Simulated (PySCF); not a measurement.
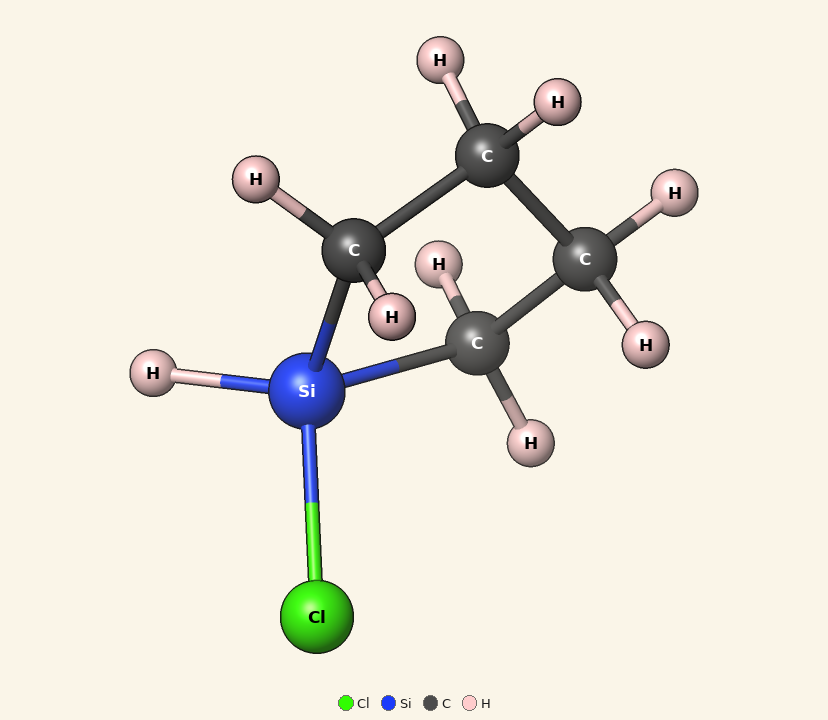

The computed structure is the end point of a PBE0-D3(BJ)/def2-SVP optimisation. No frequency run is at hand to confirm it as a minimum. Properties computed with B3LYP/pcSseg-1, gas phase (PySCF 2.14.0).

What is the LUMO energy (Kohn–Sham orbital)?

0.38 eV.

Give the dipole moment at this level.

2.24 D.

Give the HOMO energy (Kohn–Sham orbital) at this level.

−7.86 eV.
